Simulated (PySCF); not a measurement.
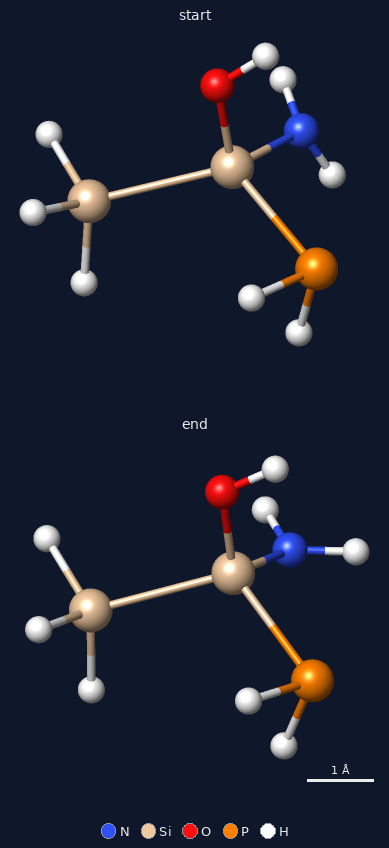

The structure of Si2PNH8O before (top) and after (bottom) a relaxation, at one scale.

A ball-and-stick model, seen at a tilt.

The start comes from GFN2-xTB.

Method: PBE0-D3(BJ)/def2-SVP geometry optimisation, gas phase (PySCF). 

Summarise the run.

Answer. The largest move after the best rigid fit is that of an H atom, 0.71 Å. By element the largest moves are H 0.71 Å, N 0.30 Å, O 0.12 Å, P 0.08 Å, Si 0.05 Å. Among the contacts that change: H–P 1.383 → 1.428 Å, O–Si 1.633 → 1.677 Å, H–Si 1.467 → 1.498 Å, N–Si 1.736 → 1.724 Å. Bond angles that change, for instance: N–Si–Si 119.0° → 108.9°, N–Si–O 106.9° → 116.7°, Si–O–H 121.0° → 116.3°. After 24 geometry steps the energy has fallen by 0.229 eV. The largest force component goes from 1.2 to 0.018 eV/Å. The run took roughly 2.3 core-minutes on a shared host.
